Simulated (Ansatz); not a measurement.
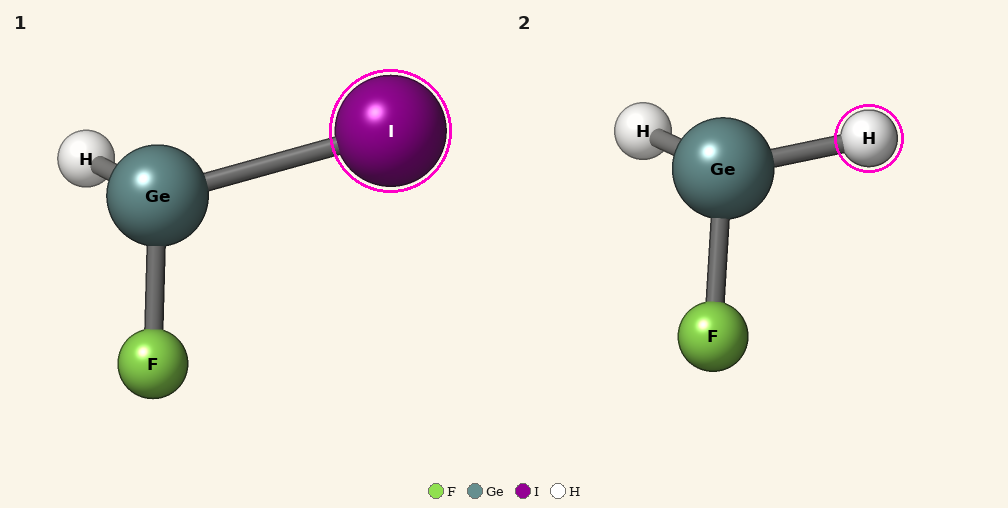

2 molecules with one skeleton, seen from the same side and at one scale; the atom that differs is circled. Charge 0, doublet. Computed geometries: PBE0-D4/def2-TZVP optimisations, one conformation each. Properties computed with Ansatz 0.2.0. Elements past Kr carry core potentials.

One atom differs, called X below: I in panel 1, H in panel 2. Their formulas are FGeHI (`[F][GeH][I]`), FGeH2 (`[F][GeH2]`).

Question: In which is the dipole moment larger (PBE0-D4/def2-TZVP)?

Answer: In panel 2 (X = H).

Question: In which is the length of X–Ge larger (PBE0-D4/def2-TZVP)?

Answer: In panel 1 (X = I).

Give the values. With PBE0-D4/def2-TZVP: length of X–Ge (Å), angle X–Ge–H (°), dipole moment (D), harmonic zero-point energy (kJ/mol).

```tsv
quantity	1 (I)	2 (H)	2 − 1
length of X–Ge (Å)	2.510	1.549	−0.961
angle X–Ge–H (°)	110.0	113.3	+3.3
dipole moment (D)	1.80	2.01	+0.21
harmonic zero-point energy (kJ/mol)	25.7	41.9	+16.2
```
